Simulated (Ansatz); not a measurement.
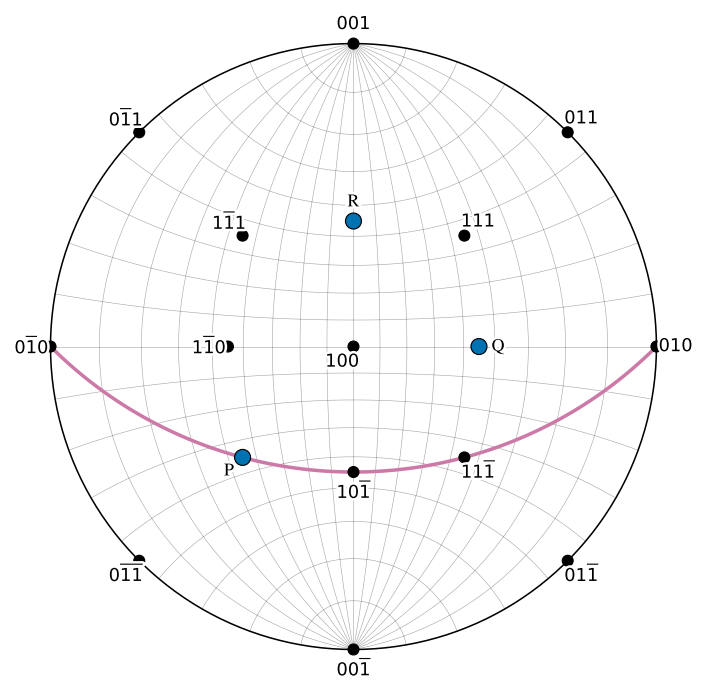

For VGe₃, the input geometry of an electronic-structure calculation (not necessarily at equilibrium): stereographic projection of plane normals (upper hemisphere) centred on (1 0 0). The drawing is computed from the coordinates (standard cell, symmetry found to 0.002 Å).

a = 4.768 Å, b = 4.768 Å, c = 4.768 Å, α = 90.00°, β = 90.00°, γ = 90.00°.

> Index the poles marked P, Q, R.

P is (1 −1 −1), 54.7° from the centre; Q is (1 1 0), 45.0° from the centre; R is (1 0 1), 45.0° from the centre.

> Which zone does the coloured great circle trace?

The zone [1 0 1]: its poles satisfy h + l = 0.

> What is the angle between the normals of (1 1 −1) and (1 0 0), and what are their d_hkl = 1/|g|?

54.7°; d = 2.753 Å and 4.768 Å.
